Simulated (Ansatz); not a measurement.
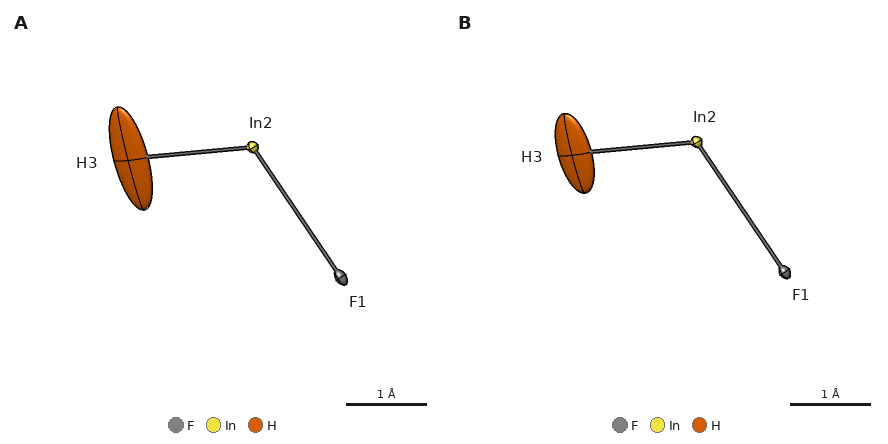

Displacement ellipsoids at the 50 % level, scaled by 1.5, from the internal vibrations of the free molecule (harmonic, no overall translation or rotation; no half-axis is drawn under 0.075 Å). State: neutral, doublet. Vibrations computed with UKS PBE0-D4/def2-TZVP, core potentials on In (Ansatz 0.2.0). One panel is for 298 K, the other for 600 K.

Question: Which panel is for 600 K?

Answer: A.

Question: How much does the mean-square displacement of H3 grow, and why?

Answer: U_eq goes from 0.0210 to 0.0328 Å², a factor of 1.6. Modes below kT (417 cm⁻¹ at 600 K) grow about in proportion to T, and the lowest lies at 403 cm⁻¹; the mean-square amplitude of a mode is its zero-point value times coth(ħω/2kT), which comes close to 1 only above about 3kT.
